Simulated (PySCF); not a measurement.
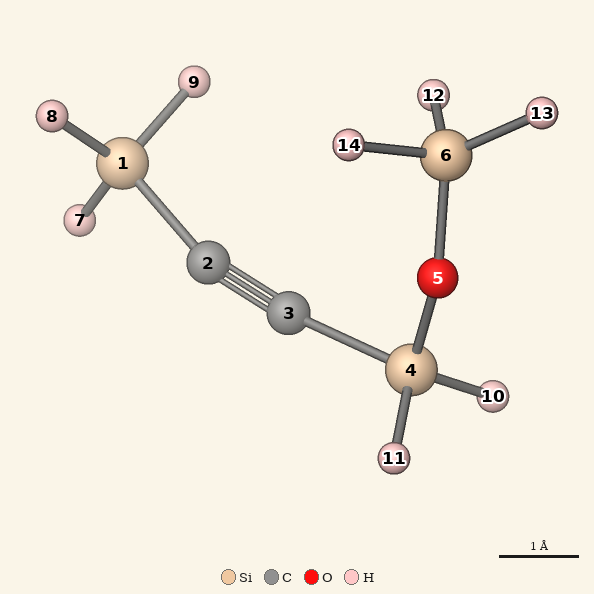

Orthographic view. Depth is shown by fading: the farther an atom, the more it takes the colour of the background. Geometry: a frame of a GFN2-xTB molecular-dynamics simulation, not a minimum.

Write a MOL file (V2000) with the atoms in numerical order, bonds sorted by atom number with the orders drawn, and coordinates in the frame of the picture: x right, y up, z towards the viewer, origin at the mean position.

```
C2H8OSi3
                    3D

 14 13  0  0  0  0  0  0  0  0999 V2000
   -2.4900    0.8000   -1.4800 Si  0  0  0  0  0  4  0  0  0  0  0  0
   -1.4000   -0.4600   -0.8700 C   0  0  0  0  0  0  0  0  0  0  0  0
   -0.3700   -1.1100   -0.6400 C   0  0  0  0  0  0  0  0  0  0  0  0
    1.1900   -1.8300    0.1800 Si  0  0  0  0  0  4  0  0  0  0  0  0
    1.5300   -0.6600    1.2200 O   0  0  0  0  0  0  0  0  0  0  0  0
    1.6300    0.9000    1.6000 Si  0  0  0  0  0  4  0  0  0  0  0  0
   -3.0400    0.0700   -2.6200 H   0  0  0  0  0  0  0  0  0  0  0  0
   -3.3900    1.4100   -0.4800 H   0  0  0  0  0  0  0  0  0  0  0  0
   -1.5800    1.8400   -2.1600 H   0  0  0  0  0  0  0  0  0  0  0  0
    2.2300   -2.1700   -0.8300 H   0  0  0  0  0  0  0  0  0  0  0  0
    0.9700   -2.9600    1.1500 H   0  0  0  0  0  0  0  0  0  0  0  0
    1.4700    1.6700    0.2800 H   0  0  0  0  0  0  0  0  0  0  0  0
    2.8500    1.4400    2.2800 H   0  0  0  0  0  0  0  0  0  0  0  0
    0.3900    1.0400    2.3900 H   0  0  0  0  0  0  0  0  0  0  0  0
  1  2  1  0
  1  7  1  0
  1  8  1  0
  1  9  1  0
  2  3  3  0
  3  4  1  0
  4  5  1  0
  4 10  1  0
  4 11  1  0
  5  6  1  0
  6 12  1  0
  6 13  1  0
  6 14  1  0
M  END
```
